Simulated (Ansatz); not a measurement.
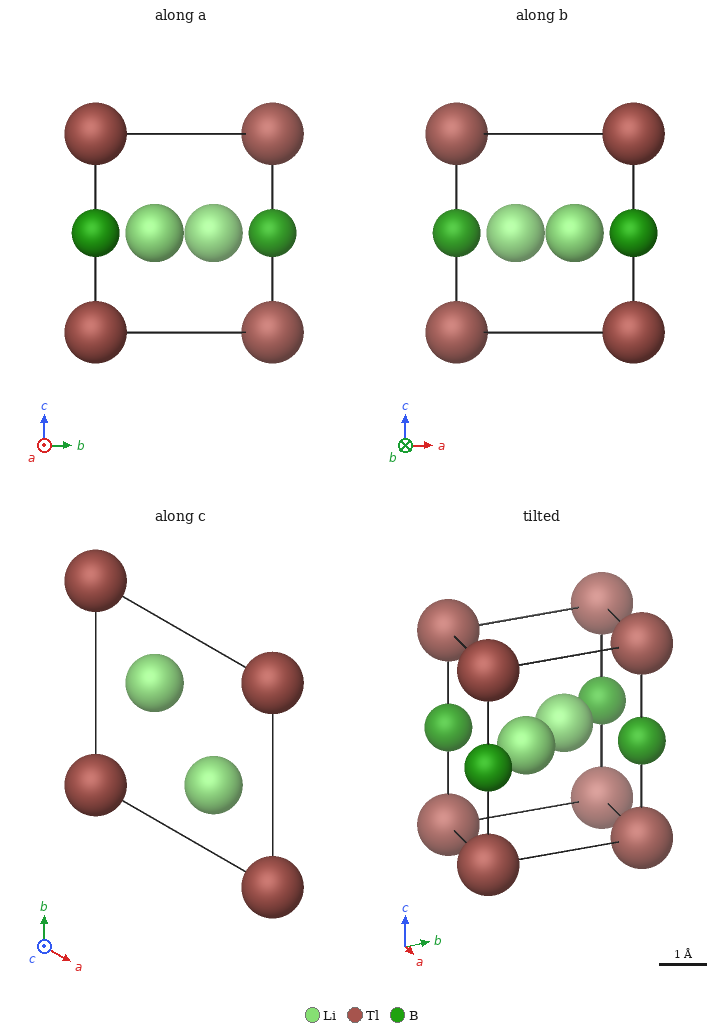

A spheres-only rendering, viewed along the a axis, along the b axis, along the c axis and slightly off an axis. The lines enclose the conventional unit cell; boundary atoms appear with their images.

Lattice parameters: a = 4.3665 Å, b = 4.3665 Å, c = 4.2421 Å, α = 90.000°, β = 90.000°, γ = 120.000°.

Q: Convert the drawing into a CIF in P1 with every atom of the cell.

A:
```cif
data_structure
_symmetry_space_group_name_H-M 'P 1'
_symmetry_Int_Tables_number 1
_cell_length_a 4.3665
_cell_length_b 4.3665
_cell_length_c 4.2421
_cell_angle_alpha 90.000
_cell_angle_beta 90.000
_cell_angle_gamma 120.000
_cell_volume 70.05
loop_
_atom_site_label
_atom_site_type_symbol
_atom_site_fract_x
_atom_site_fract_y
_atom_site_fract_z
_atom_site_occupancy
Li1 Li 0.3333 0.6667 0.5000 1
Li2 Li 0.6667 0.3333 0.5000 1
Tl1 Tl 0.0000 0.0000 0.0000 1
B1 B 0.0000 0.0000 0.5000 1
```

The cell started as a structure type filled with these elements by a generator (whether the compound takes this form wasn't checked). Earlier steps of the study may have refined or changed the cell and positions. A calculation with Ansatz used it as input.
